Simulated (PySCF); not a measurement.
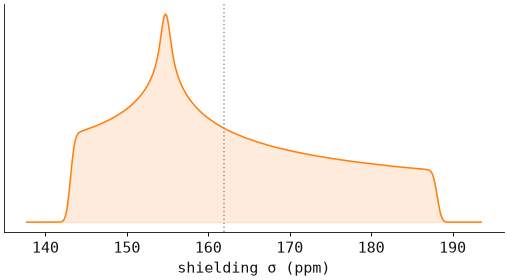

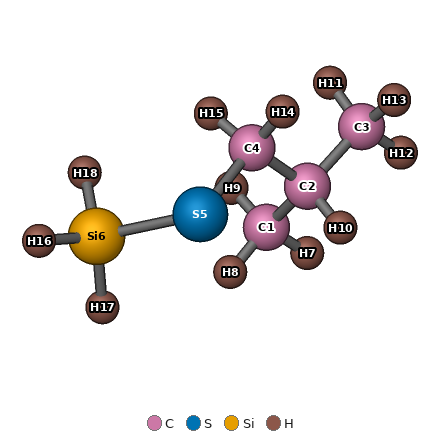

Static powder pattern (¹³C) from GIAO shielding tensors of C₄H₁₂SSi, SMILES CC(C)CS[SiH3], PBE0/pcSseg-1 with PySCF 2.14.0, at a GFN2-xTB geometry (no frequency check); absolute shielding, one fixed geometry of the isolated molecule without any motion, no dipolar terms. The dotted line is the isotropic value; skew is 3(σiso − σ22)/span.

**The pattern belongs to C3. Give the principal values, span and skew.**

C3: σ11, σ22, σ33 = 143, 155, 188 ppm, isotropic 162, span 45 ppm, skew 0.48.

Caveats: the tight-binding geometry is rougher than a DFT one and adds to the error; one conformer of a flexible molecule.
